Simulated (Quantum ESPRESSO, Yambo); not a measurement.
# BN (Qingsongite): G0W0 in Yambo against the bands

Aim: move the bands of a G0W0 run on BN (Qingsongite) over a wide range.

Main program and level: Yambo 5.3.0; PBE and many-body steps on it, plane waves.

### Step 1. The starting structure

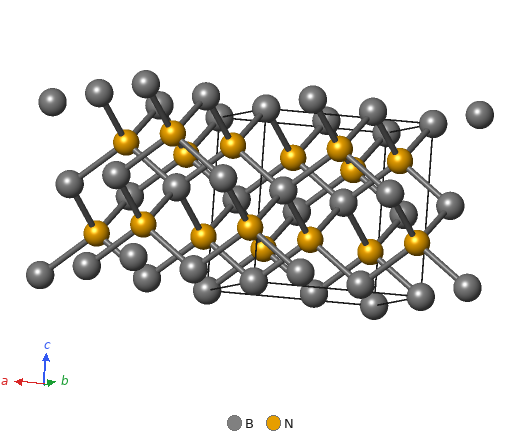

The starting structure, seen from a free direction (boron grey, nitrogen orange). 2×2×1 cells are drawn. This picture shows the conventional cell, with its axes. Bonds to atoms that aren't drawn are left out. Some periodic images of atoms are drawn too.

Coordinates:

```xyz
2
Lattice="0.0000 1.8075 1.8075 1.8075 0.0000 1.8075 1.8075 1.8075 0.0000" Properties=species:S:1:pos:R:3 pbc="T T T"
B     0.0000    0.0000    0.0000
N     0.9037    0.9038    0.9037
```

The cell and positions come from the Crystallography Open Database and are kept as given unless a step says otherwise.

### Step 2. 12 bands

This step: Yambo 5.3.0; G0W0 on PBE, plane waves, norm-conserving pseudopotentials.

Now the one-shot GW correction: screening in the RPA, then the self-energy of the levels asked for.

gw1.in reads:

```
HF_and_locXC
gw0
dyson
ppa
em1d
rim_cut
RandQpts= 1000000
RandGvec= 1 RL
EXXRLvcs= 72 Ry
VXCRLvcs= 288 Ry
Chimod= "HARTREE"
% BndsRnXp
 1 | 12 |
%
NGsBlkXp= 15.5 Ry
% LongDrXp
 1 | 1 | 1 |
%
% GbndRnge
 1 | 12 |
%
DysSolver= "n"
ExtendOut
PPAPntXp= 27.21138 eV
% QPkrange
 1 | 1 | 3 | 6 |
 13 | 13 | 3 | 6 |
%
```

Launch:

```
$ OMP_NUM_THREADS=1 mpirun -n 8 yambo -F gw1.in -J gw1 -C gw1 > gw1.log
```

The program printed:

```text
 Yambo, version 5.3.0

 [02] CORE Variables Setup
 =========================

  [... cell, symmetries and grids as in the set-up ...]

  [02.05] Energies & Occupations
  ==============================

  [X] === General ===
  [X] Electronic Temperature                        :  0.000000  0.000000 [eV K]
  [X] Bosonic    Temperature                        :  0.000000  0.000000 [eV K]
  [X] Finite Temperature mode                       : no
  [X] El. density                                   :  0.67737E+24 [cm-3]
  [X] Fermi Level                                   :  11.15554 [eV]

  [X] === Gaps and Widths ===
  [X] Conduction Band Min                           :  4.534824 [eV]
  [X] Valence Band Max                              :  0.000000 [eV]
  [X] Filled Bands                                  :   4
  [X] Empty Bands                                   :    5  143
  [X] Direct Gap                                    :  8.878136 [eV]
  [X] Direct Gap localized at k                     :  1
  [X] Indirect Gap                                  :  4.534824 [eV]
  [X] Indirect Gap between kpts                     :   1  13
  [X] Last valence band width                       :  6.145336 [eV]
  [X] 1st conduction band width                     :  5.828507 [eV]

 [03] Transferred momenta grid and indexing
 ==========================================

 IBZ Q-points                                      :  16
 BZ  Q-points                                      :  216

 K/Q-points units:
 rlu = crystal or reduced units; cc = cartesian coordinates; iku = interal k-units

 Q [ 1]         [rlu]:  0.000000  0.000000  0.000000
 Q [ 2]         [rlu]:  0.14683E-18  0.14683E-18  0.16667
 Q [ 3]         [rlu]: -0.21279E-17 -0.21279E-17  0.33333
 Q [ 4]         [rlu]: -0.10686E-16 -0.10686E-16 -0.50000
 Q [ 5]         [rlu]: -0.16955E-16  0.16667      0.16667
 Q [ 6]         [rlu]:  0.14683E-18  0.16667      0.33333
 Q [ 7]         [rlu]:  0.53383E-16  0.16667      0.50000
 Q [ 8]         [rlu]:  0.44825E-16  0.16667     -0.33333
 Q [ 9]         [rlu]:  0.21279E-17  0.16667     -0.16667
 Q [10]         [rlu]: -0.33909E-16  0.33333      0.33333
     [... 4 further rows ...]
 Q [15]         [rlu]:  0.166667  0.333333 -0.333333
 Q [16]         [rlu]:  0.166667 -0.500000 -0.333333

 [04] Coloumb potential Random Integration (RIM)
 ===============================================

  [04.01] RIM initialization
  ==========================

  * Diagonal components only detected *

  8 x (sBL volume)        :  0.115269 [a.u.]
  sBZ random points       :  1000000
  Points outside the sBZ  :   7996195
  RL volume               :  3.112276 [a.u.]
  Integrated volume       :  3.113757 [a.u.]

  [04.02] RIM integrals
  =====================

  Gamma point sphere radius             :  0.088279 [a.u.]
  Points outside the sphere             :   799659
  [Int_sBZ(q=0) 1/q^2]*(Vol_sBZ)^(-1/3) =:  7.764404
                                 should be <:  7.795600

  Summary of Coulomb integrals for non-metallic bands |Q|[au] RIM/Bare

  Q [1] 0.100000E-4 0.995998 * Q [2] 0.265511 1.064860
  Q [5] 0.306585 1.063764 * Q [9] 0.433577 1.026684
  Q [6] 0.508414 1.019317 * Q [3] 0.531021 1.016823
  Q [10] 0.613171 1.013626 * Q [8] 0.668187 1.011243
  Q [14] 0.685546 1.010640 * Q [7] 0.750978 1.008721
  Q [4] 0.796532 1.007966 * Q [11] 0.796532 1.007972
  Q [12] 0.867154 1.006889 * Q [15] 0.906892 1.006422
  Q [13] 0.919756 1.006154 * Q [16] 0.969508 1.005566

 [WARNING] [Xp] User bands 1-12 break level degeneracy

 [05] Dipoles
 ============

  [05.01] Setup: observables and procedures
  =========================================

 [06] Dynamic Dielectric Matrix (PPA)
 ====================================

 [SLK-Inversion]  Pools        :  2
 [SLK-Inversion]  BLACS grid   :  2  2

 [WR./gw1//ndb.pp]---------------------------------------------------------------
  Brillouin Zone Q/K grids (IBZ/BZ)                :   16  216   16  216
  RL vectors                                       :  1211 [WF]
  Coulomb cutoff potential                         : none
  Electronic Temperature                           :  0.000000 [K]
  Bosonic    Temperature                           :  0.000000 [K]
  PPA    diel. fun.  energies                      : Perdew, Burke & Ernzerhof(X)+Perdew, Burke & Ernzerhof(C)
  wavefunctions                                    : Perdew, Burke & Ernzerhof(X)+Perdew, Burke & Ernzerhof(C)
  Global Gauge                                     : length
  X matrix size                                    :   89
  X band range                                     :   1  12
  X e/h energy range                               : -1.000000 -1.000000 [eV]
  X Time ordering                                  : R
  X Hxc Kernel                                     : HARTREE
  X Drude frequency                                :  0.000000  0.000000
  X poles                                          :  100.0000 [o/o]
  RL vectors in the sum                            :  1211
  [r,Vnl] included                                 : yes
  Field direction                                  :  0.577350E-5  0.577350E-5  0.577350E-5
  BZ energy Double Grid                            : no
  BZ energy DbGd points                            : 0
  BZ Q point size factor                           : -1.000000
  X Optical Averaged directions                    : none

 [07] Local Exchange-Correlation + Non-Local Fock
 ================================================

 [VXC] Plane waves :   6615
 [EXS] Plane waves :   893

 QP @ state[ 1 ] K range:  1  1
 QP @ state[ 1 ] b range:   3   6
 QP @ state[ 2 ] K range:  13  13
 QP @ state[ 2 ] b range:   3   6

 [xc] Functional : Perdew, Burke & Ernzerhof(X)+Perdew, Burke & Ernzerhof(C)
 [xc] LIBXC used to calculate xc functional
  PP Number of Atomic Species                      :  2
  NLCC RL compoments                               :   6615
  PP Number of Atomic Species                      :  2
  NLCC RL compoments                               :   6615

 [xc] E_xc :  -3.729117 [Ha]
      E_xc :  -7.458233 [Ry]

  Local XC kind (lXC) : Perdew, Burke & Ernzerhof(X)+Perdew, Burke & Ernzerhof(C)
  Non-Local XC kind (nlXC) : Hartree-Fock

  Corrections @ K [1] :  [eV]
 <3|nlXC|3> = -21.98563 -0.26061E-18 <3|lXC|3> = -18.52042  0.37763E-15
 <4|nlXC|4> = -21.98564 -0.98600E-17 <4|lXC|4> = -18.52042 -0.94408E-16
 <5|nlXC|5> = -7.169082 -0.60853E-18 <5|lXC|5> = -13.77758  0.000000
 <6|nlXC|6> = -7.169091  0.22938E-17 <6|lXC|6> = -13.77758  0.000000

  Corrections @ K [13] :  [eV]
 <3|nlXC|3> = -21.57257  0.23397E-16 <3|lXC|3> = -16.49644  0.47204E-16
 <4|nlXC|4> = -21.57256  0.11840E-16 <4|lXC|4> = -16.49644  0.47204E-15
 <5|nlXC|5> = -7.409267 -0.24241E-17 <5|lXC|5> = -12.56849  0.23602E-16
 <6|nlXC|6> = -6.795333  0.35451E-17 <6|lXC|6> = -12.69502 -0.59005E-17

 [08] Dyson equation: Newton solver
 ==================================

  [08.01] G0W0 (W PPA)
  ====================

  [  GW  ] Bands range     :   1  12
  [GW/PPA] G damping       :  0.100000 [eV]

  QP @ state[ 1 ] K range:  1  1
  QP @ state[ 1 ] b range:   3   6
  QP @ state[ 2 ] K range:  13  13
  QP @ state[ 2 ] b range:   3   6

   Sc/G bands                                       :   1  12
   Sc/G damping                                     :  0.100000 ev
   Sc bands terminator                              : no
   Sx RL components                                 :   893

   QP @ state[ 1 ] K range                          :  1  1
   QP @ state[ 1 ] b range                          :   3   6
   QP @ state[ 2 ] K range                          :  13  13
   QP @ state[ 2 ] b range                          :   3   6
   GF energies kind                                 : Perdew, Burke & Ernzerhof(X)+Perdew, Burke & Ernzerhof(C)
   GF WF`s kind                                     : Perdew, Burke & Ernzerhof(X)+Perdew, Burke & Ernzerhof(C)
   Xs energies kind                                 : Perdew, Burke & Ernzerhof(X)+Perdew, Burke & Ernzerhof(C)
   Xs WF`s kind                                     : Perdew, Burke & Ernzerhof(X)+Perdew, Burke & Ernzerhof(C)

 [11] Game Over & Game summary
```

It took 6.4 s on 8 MPI ranks of Arm Neoverse V1, shared host; peak memory 2.2 GiB; 40 s of CPU time.

Numbers from this step:

| Item | Value |
| --- | --- |
| G0W0 gap on the points computed | 5.940 eV |
| starting gap on the mesh | 4.535 eV |
| k of the valence top | 0, 0, 0 |
| k of the conduction bottom | 0, -0.5, -0.5 |
| least direct G0W0 gap on the computed points | 11.09 eV |
| Z at the valence top | 0.8342 |
| Z at the conduction bottom | 0.8612 |

The gap on the mesh goes from 4.53 eV to 5.94 eV, a correction of +1.41 eV.

### Step 3. 21 bands

gw2.in, as its differences from gw1.in of step 2:

```diff
@@ -12,3 +12,3 @@
 % BndsRnXp
- 1 | 12 |
+ 1 | 21 |
 %
@@ -19,3 +19,3 @@
 % GbndRnge
- 1 | 12 |
+ 1 | 21 |
 %
```

Launch:

```
$ OMP_NUM_THREADS=1 mpirun -n 8 yambo -F gw2.in -J gw2 -C gw2 > gw2.log
```

The program printed:

```text
 Yambo, version 5.3.0

 [02] CORE Variables Setup
 =========================

  [... cell, symmetries and grids as in the set-up ...]

  [02.05] Energies & Occupations
  ==============================

  [X] === General ===
  [X] Electronic Temperature                        :  0.000000  0.000000 [eV K]
  [X] Bosonic    Temperature                        :  0.000000  0.000000 [eV K]
  [X] Finite Temperature mode                       : no
  [X] El. density                                   :  0.67737E+24 [cm-3]
  [X] Fermi Level                                   :  11.15554 [eV]

  [X] === Gaps and Widths ===
  [X] Conduction Band Min                           :  4.534824 [eV]
  [X] Valence Band Max                              :  0.000000 [eV]
  [X] Filled Bands                                  :   4
  [X] Empty Bands                                   :    5  143
  [X] Direct Gap                                    :  8.878136 [eV]
  [X] Direct Gap localized at k                     :  1
  [X] Indirect Gap                                  :  4.534824 [eV]
  [X] Indirect Gap between kpts                     :   1  13
  [X] Last valence band width                       :  6.145336 [eV]
  [X] 1st conduction band width                     :  5.828507 [eV]

 [03] Transferred momenta grid and indexing
 ==========================================

 IBZ Q-points                                      :  16
 BZ  Q-points                                      :  216

 K/Q-points units:
 rlu = crystal or reduced units; cc = cartesian coordinates; iku = interal k-units

 Q [ 1]         [rlu]:  0.000000  0.000000  0.000000
 Q [ 2]         [rlu]:  0.14683E-18  0.14683E-18  0.16667
 Q [ 3]         [rlu]: -0.21279E-17 -0.21279E-17  0.33333
[...]
NLCC RL compoments                               :   6615
  PP Number of Atomic Species                      :  2
  NLCC RL compoments                               :   6615

 [xc] E_xc :  -3.729117 [Ha]
      E_xc :  -7.458233 [Ry]

  Local XC kind (lXC) : Perdew, Burke & Ernzerhof(X)+Perdew, Burke & Ernzerhof(C)
  Non-Local XC kind (nlXC) : Hartree-Fock

  Corrections @ K [1] :  [eV]
 <3|nlXC|3> = -21.98563 -0.26061E-18 <3|lXC|3> = -18.52042  0.37763E-15
 <4|nlXC|4> = -21.98564 -0.98600E-17 <4|lXC|4> = -18.52042 -0.94408E-16
 <5|nlXC|5> = -7.169082 -0.60853E-18 <5|lXC|5> = -13.77758  0.000000
[...]
Corrections @ K [13] :  [eV]
[...]
<5|nlXC|5> = -7.409267 -0.24241E-17 <5|lXC|5> = -12.56849  0.23602E-16
 <6|nlXC|6> = -6.795333  0.35451E-17 <6|lXC|6> = -12.69502 -0.59005E-17

 [08] Dyson equation: Newton solver
 ==================================

  [08.01] G0W0 (W PPA)
  ====================

  [  GW  ] Bands range     :   1  21
  [GW/PPA] G damping       :  0.100000 [eV]

  QP @ state[ 1 ] K range:  1  1
  QP @ state[ 1 ] b range:   3   6
  QP @ state[ 2 ] K range:  13  13
  QP @ state[ 2 ] b range:   3   6

   Sc/G bands                                       :   1  21
   Sc/G damping                                     :  0.100000 ev
   Sc bands terminator                              : no
   Sx RL components                                 :   893

   QP @ state[ 1 ] K range                          :  1  1
   QP @ state[ 1 ] b range                          :   3   6
   QP @ state[ 2 ] K range                          :  13  13
   QP @ state[ 2 ] b range                          :   3   6
   GF energies kind                                 : Perdew, Burke & Ernzerhof(X)+Perdew, Burke & Ernzerhof(C)
   GF WF`s kind                                     : Perdew, Burke & Ernzerhof(X)+Perdew, Burke & Ernzerhof(C)
   Xs energies kind                                 : Perdew, Burke & Ernzerhof(X)+Perdew, Burke & Ernzerhof(C)
   Xs WF`s kind                                     : Perdew, Burke & Ernzerhof(X)+Perdew, Burke & Ernzerhof(C)

 [11] Game Over & Game summary
```

Run time: 7.7 s. Hardware: 8 MPI ranks; peak memory 2 GiB.

Numbers from this step:

| Item | Value |
| --- | --- |
| G0W0 gap on the points computed | 5.870 eV |
| starting gap on the mesh | 4.535 eV |
| k of the valence top | 0, 0, 0 |
| k of the conduction bottom | 0, -0.5, -0.5 |
| least direct G0W0 gap on the computed points | 10.92 eV |
| Z at the valence top | 0.8312 |
| Z at the conduction bottom | 0.8570 |

Against the run before, the gap moves by −0.070 eV.

### Step 4. 39 bands

gw3.in, as its differences from gw2.in of step 3:

```diff
@@ -12,3 +12,3 @@
 % BndsRnXp
- 1 | 21 |
+ 1 | 39 |
 %
@@ -19,3 +19,3 @@
 % GbndRnge
- 1 | 21 |
+ 1 | 39 |
 %
```

Launch:

```
$ OMP_NUM_THREADS=1 mpirun -n 8 yambo -F gw3.in -J gw3 -C gw3 > gw3.log
```

The program printed:

```text
 Yambo, version 5.3.0

 [02] CORE Variables Setup
 =========================

  [... cell, symmetries and grids as in the set-up ...]

  [02.05] Energies & Occupations
  ==============================

  [X] === General ===
  [X] Electronic Temperature                        :  0.000000  0.000000 [eV K]
  [X] Bosonic    Temperature                        :  0.000000  0.000000 [eV K]
  [X] Finite Temperature mode                       : no
  [X] El. density                                   :  0.67737E+24 [cm-3]
[...]
QP @ state[ 1 ] b range                          :   3   6
   QP @ state[ 2 ] K range                          :  13  13
   QP @ state[ 2 ] b range                          :   3   6
   GF energies kind                                 : Perdew, Burke & Ernzerhof(X)+Perdew, Burke & Ernzerhof(C)
   GF WF`s kind                                     : Perdew, Burke & Ernzerhof(X)+Perdew, Burke & Ernzerhof(C)
   Xs energies kind                                 : Perdew, Burke & Ernzerhof(X)+Perdew, Burke & Ernzerhof(C)
   Xs WF`s kind                                     : Perdew, Burke & Ernzerhof(X)+Perdew, Burke & Ernzerhof(C)

 [11] Game Over & Game summary
```

Wall time 11 s (8 MPI ranks); peak memory 2.1 GiB.

Numbers from this step:

```yaml
g0w0_gap_on_the_points_computed: 5.915 eV
starting_gap_on_the_mesh: 4.535 eV
k_of_the_valence_top: 0, 0, 0
k_of_the_conduction_bottom: 0, -0.5, -0.5
least_direct_g0w0_gap_on_the_computed_points: 10.87 eV
```

Against the run before, the gap moves by +0.045 eV.

(Part 1 of 2 ends here.)

[Paths, hosts, dates, memory and timing lines, banners, echoed tables and standing remarks are left out of the program output.]

[Logs are printed without paths, hosts, clocks, repeated set-up lines and the standing remarks that a program may print on its own settings, such as how far it seeks lower states.]

[Runs of the session that timed out or met a known fault of the program may be left out.]

[Hosts, paths, dates, database ids (printed as entryN), source tags and the programs' standing remarks are cut or masked in the printed files.]
